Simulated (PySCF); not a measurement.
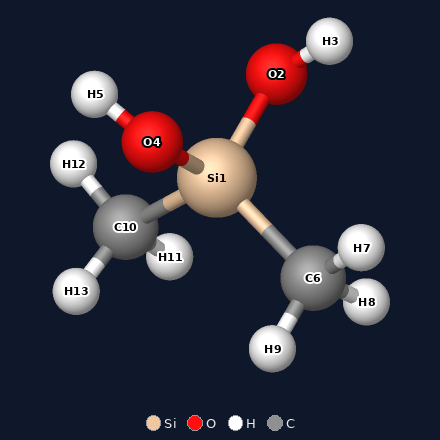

C₂H₈O₂Si (Si(OH)2Me2), SMILES C[Si](C)(O)O. Vertical core-electron binding energies by ΔSCF (SCAN, pcX-2 on the ionised atom, pcseg-1 elsewhere, spin-free X2C; PySCF 2.14.0, at a PBE0-D3(BJ)/def2-SVP geometry (no frequency check)), gas phase, against the vacuum level. One atom of each kind was ionised; within a panel, areas follow the number of like atoms and 2j + 1 (2p levels are split by first-order spin-orbit coupling, an approximation), Gaussians of 1.0 eV full width. Only the regions named are shown. Lines closer than the width merge in the curve.

### Predict the Si 2p photoelectron lines.

| level | atoms | binding energy (eV) |
| --- | --- | --- |
| Si 2p1/2 | Si1 | 107.8 |
| Si 2p3/2 | Si1 | 107.2 |

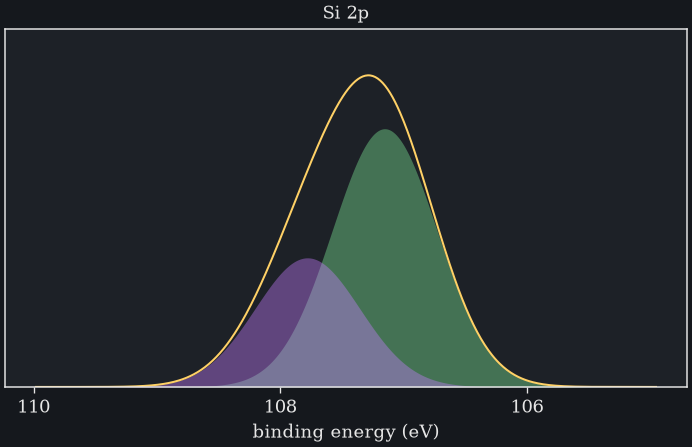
